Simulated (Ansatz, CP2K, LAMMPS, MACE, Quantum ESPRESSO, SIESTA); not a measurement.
**Amorphous 68SiO2-32P2O5 (mol %) (120 atoms): relaxed, then solved by several programs**

What does relaxation change in amorphous 68SiO2-32P2O5 (mol %) (120 atoms), and how far do other programs agree with plane waves on the relaxed cell?

All numbers are calculated, not measured.

**1. The cell**

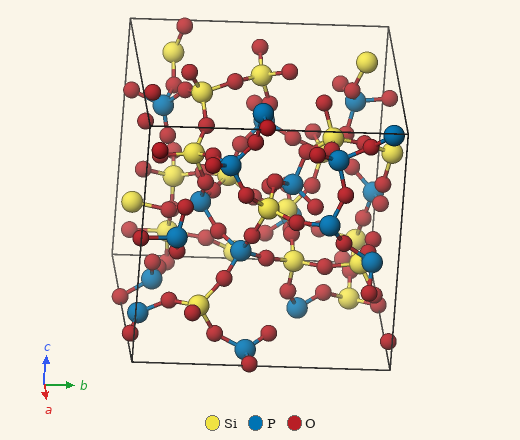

The cell (silicon yellow, phosphorus blue, oxygen red). Bonds to atoms that aren't drawn are left out. Some periodic images of atoms are drawn too.

The cell holds 120 atoms (19 Si, 18 P and 83 O), with edges of 12.04, 12.04 and 12.04 Å. Recipe: 120 atoms (19 Si, 18 P, 83 O) placed at random at 2.3 g/cm³, melted at 5000 K for 10 ps at fixed volume with the Morse and Coulomb pair potential with partial charges (Pedone, Malavasi, Menziani, Cormack and Segre, J. Phys. Chem. B 110, 11780 (2006)). Quenched from 5000 K to 300 K at 50 K/ps and fixed volume, held 5 ps, then minimised at fixed cell. Then the atoms were relaxed with MACE MP-0b3 medium in the fixed cell. Then the atoms were relaxed with CP2K double zeta, PBE.

**2. The relaxation**

CP2K double zeta (DZVP-MOLOPT-SR, GTH-PBE potentials, 480 Ry; k-points Γ) took 27 geometry steps and reached its thresholds. It started from the geometry that MACE MP-0b3 medium had relaxed.

The job ended after 13 min (4 MPI ranks of Arm Neoverse V2, shared host; peak memory 2.9 GiB).

```
                                before          after
      energy (meV/atom)              0           -5.2
Si-O bonds under 2.16 Å  79 at 1.663 Å  79 at 1.668 Å
 O-P bonds under 2.02 Å  72 at 1.562 Å  72 at 1.570 Å
```

Atoms moved by 0.04 Å r.m.s. and 0.10 Å at most, with the common shift taken off.

**3. Local order after relaxation**

Density 2.30 g/cm³, 14.55 Å³ an atom.

Pair distribution functions g(r), in bins of 0.2 Å:

```
r (Å)  total   O-O  O-Si    O-P  Si-Si  Si-P   P-P
 1.40   0.67  0.00  0.00   3.21   0.00  0.00  0.00
 1.60   4.18  0.00  9.47  10.16   0.00  0.00  0.00
 1.80   0.72  0.00  3.02   0.30   0.00  0.00  0.00
 2.00   0.02  0.00  0.11   0.00   0.00  0.00  0.00
 2.20   0.02  0.00  0.00   0.09   0.00  0.00  0.00
 2.40   0.51  1.07  0.00   0.00   0.00  0.00  0.00
 2.60   2.35  4.88  0.07   0.00   0.00  0.00  0.00
 2.80   0.55  1.11  0.11   0.00   0.00  0.00  0.00
 3.00   0.58  0.61  0.05   0.11   0.45  4.01  2.29
 3.20   0.90  0.65  0.43   0.45   5.69  4.75  1.31
 3.40   0.70  0.71  0.72   0.88   0.69  0.00  0.00
 3.60   0.65  0.52  0.95   0.93   0.00  0.00  0.00
 3.80   1.08  0.60  1.76   1.94   0.00  0.15  0.00
 4.00   1.34  0.67  2.45   2.08   0.24  0.62  0.81
 4.20   1.27  0.83  1.85   1.79   0.43  1.02  1.43
 4.40   0.81  0.83  0.75   0.84   1.18  0.42  1.31
 4.60   0.90  1.22  0.42   0.51   1.07  1.25  1.42
 4.80   1.14  1.56  0.69   0.71   0.49  1.15  1.31
 5.00   1.24  1.61  0.80   0.77   1.08  1.71  1.02
 5.20   1.17  1.29  0.85   0.86   2.00  2.19  1.57
 5.40   0.97  0.87  0.86   0.99   1.59  1.53  2.38
 5.60   0.94  0.82  1.15   1.11   0.98  0.52  0.56
 5.80   0.94  0.86  1.06   1.05   1.15  0.84  0.26
```

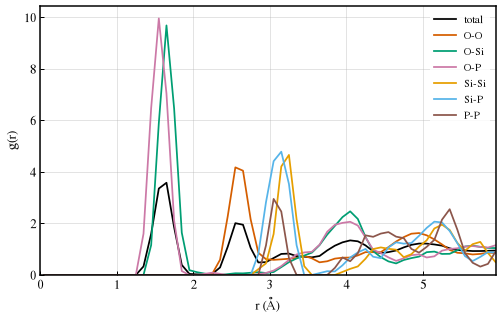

Pair distribution functions, lightly smoothed.

Bonds by pair of elements; cutoffs follow the first minimum of g(r), held within bounds set by covalent radii, and pairs that aren't listed don't count as bonded:

```
pair A-B  cutoff (Å)  bonds  mean length (Å)  spread (Å)  shortest (Å)  B about A  A about B
    O-Si        2.16     79             1.67       0.073          1.55      0.952       4.16
     O-P        2.02     72             1.57       0.067          1.45      0.867          4
```

How many atoms have how many bonded neighbours:

```
element  mean   1   2   4  5
      O  1.82  15  68   0  0
      P     4   0   0  18  0
     Si  4.16   0   0  16  3
```

Bond angles (no mean is given where the spread exceeds 20°):

```
  angle  count  mean (°)  spread (°)
 O-Si-O    126       109        14.4
  O-P-O    108       109         6.8
 P-O-Si     42       149        14.5
Si-O-Si     18       155        10.9
  P-O-P      8       144         7.2
```

Oxygen atoms by the number of network formers (Si, P, Ge, B, Al, As, Ga) bound to them:

```
network formers bound to O  O atoms  per cent
                         0        0         0
                         1       15      18.1
                         2       68      81.9
```

Network units: each former by its oxygen neighbours and how many of them bridge to another former:

```
former  O neighbours  bridging O  atoms
    Si             4           3      1
    Si             4           4     15
    Si             5           5      3
     P             4           2      3
     P             4           3      8
     P             4           4      7
```

Bond length by coordination (bonds to H left out):

```
element  coordination  atoms  mean bond length (Å)
      O             1     15                  1.48
      O             2     68                  1.64
     Si             4     16                  1.65
     Si             5      3                  1.76
```

Rings of the network by King's shortest-path rule, up to 12 atoms, one path for each pair of neighbours; H, halogens, alkali and alkaline-earth atoms are left out, and the last column divides by all other atoms, bonded or not:

```
ring size (atoms)  rings  per network atom
                8      5             0.042
               10     10             0.083
               12     15             0.125
```

For some of the pairs, g(r) has its first main peak near 2.6 Å (O-O), 1.6 Å (O-Si), 1.6 Å (O-P), 3.2 Å (Si-Si), 3.2 Å (Si-P) and 3.1 Å (P-P). Counting bonds as in the table, 82 % of O atoms have 2, all P atoms have 4 and 84 % of Si atoms have 4 bonded neighbours. The O-Si-O angle averages 109° with a spread of 14°. 82 % of the oxygens bridge two formers (Si and P) and 18 % are non-bridging. The commonest Si unit has 4 oxygens, 4 of them shared with other formers (15 of 19 atoms). Rings of 12 atoms are the most common (50 % of those counted); sizes run from 8 to 12, where the search stops.

**4. The plane-wave reference**

Quantum ESPRESSO 7.5: Kohn-Sham DFT, PBE, SSSP efficiency 1.3.0 pseudopotentials, plane waves. Its input for the relaxed cell:

```
&control
  calculation = 'scf'
  pseudo_dir = './pseudo'
  outdir = './tmp'
  disk_io = 'none'
  tprnfor = .true.
  tstress = .true.
/
&system
  ibrav = 0
  nat = 120
  ntyp = 3
  ecutwfc = 60
  ecutrho = 480
  nosym = .true.
  occupations = 'smearing'
  smearing = 'fd'
  degauss = 0.003675
/
&electrons
  conv_thr = 6.0e-07
  electron_maxstep = 100
  mixing_beta = 0.4
  mixing_mode = 'plain'
  diagonalization = 'david'
/
ATOMIC_SPECIES
Si 28.085 Si.upf
P 30.974 P.upf
O 15.999 O.upf
CELL_PARAMETERS angstrom
12.04040 0.00000 0.00000
0.00000 12.04040 0.00000
0.00000 0.00000 12.04040
ATOMIC_POSITIONS crystal
Si 0.03086 0.17291 0.87649
Si 0.22277 0.75824 0.56225
Si 0.82733 0.25930 0.16976
[... 115 atom lines left out ...]
O 0.08770 0.57514 0.15042
O 0.41902 0.32427 0.47528
K_POINTS gamma
```

The job ended after 5.3 min (4 MPI ranks of Arm Neoverse V2, shared host; peak memory 6.6 GiB).

**5. Side by side**

CPU times are from a shared host and are rough.

| level | basis or training data | k-points | own r.m.s. force (meV/Å) | difference from the reference (meV/Å) | pressure (GPa) | Kohn-Sham gap (eV) | CPU time | memory (GiB) |
| --- | --- | --- | --- | --- | --- | --- | --- | --- |
| QE, PBE | plane waves, SSSP efficiency, 60/480 Ry | Γ | 199 | - | -3.85 | 2.44 | 21 min | 6.6 |
| CP2K triple zeta, PBE | TZV2P-UZH, GTH-PBE potentials, 600 Ry | Γ | 197 | 131 | -5.30 | 2.38 | 18 min | 7.6 |
| SIESTA DZP, PBE | DZP orbitals, shift 0.01 Ry, mesh 400 Ry | Γ | 248 | 263 | -1.63 | 1.99 | 4.9 min | 2.3 |
| MACE MP-0b3 medium | trained on PBE(+U) plane-wave data | - | 244 | 140 | -4.16 | - | 7.9 s | 1.2 |

The gap is the spacing of the highest filled and lowest empty Kohn-Sham level on the mesh; a dash marks partly filled levels, a spacing under 0.15 eV or a method without such levels.

**6. Findings**

Relaxation in the fixed cell lowers the energy by 5 meV/atom at its own level and moves atoms by up to 0.10 Å. The reference finds an r.m.s. force of 199 meV/Å there and a pressure of -3.85 GPa, at a geometry that CP2K double zeta made. Forces differ from the reference's by 131 meV/Å (CP2K triple zeta, PBE), 140 meV/Å (MACE MP-0b3 medium) and 263 meV/Å (SIESTA DZP, PBE).

CP2K double zeta is at its own minimum here, so the reference's force is itself a measure of how the two differ. Pressures lie -0.3 GPa (MACE MP-0b3 medium), -1.4 GPa (CP2K triple zeta, PBE) and +2.2 GPa (SIESTA DZP, PBE) from the reference's. The highest filled and lowest empty levels lie 2.44 eV apart in the reference, against 2.38 eV in CP2K triple zeta, PBE and 1.99 eV in SIESTA DZP, PBE. Counting bonds as in the table, 82 % of O atoms have 2, all P atoms have 4 and 84 % of Si atoms have 4 bonded neighbours. 82 % of the oxygens bridge two formers (Si and P) and 18 % are non-bridging.

Caveats: The density was set by the recipe and held. One sample of a disordered cell; defect or tail levels can set the gap. Gaps are read on the mesh, which holds the band edges only if they fold onto it, and semilocal functionals tend to put them under measured ones. The quench rate of 50 K/ps is many orders above laboratory rates, so the cell is likely richer in defects and strain than a real sample. The reference samples only Γ, in a cell whose shortest periodic width is 12 Å. The plane-wave runs aren't exact: their cutoffs and mesh weren't converged further here. SIESTA's automatically made basis is far from complete, and its potentials were converted by us (checked for H, C, O, Si, Ge and Ca alone). Where levels are smeared, the DFT runs use Fermi–Dirac occupations at 580 K (0.05 eV), and energies are free energies.

[Logs are printed without paths, hosts, clocks, repeated set-up lines and the standing remarks that a program may print on its own settings, such as how far it seeks lower states.]

[Hosts, paths, dates, database ids (printed as entryN), source tags and the programs' standing remarks are cut or masked in the printed files.]
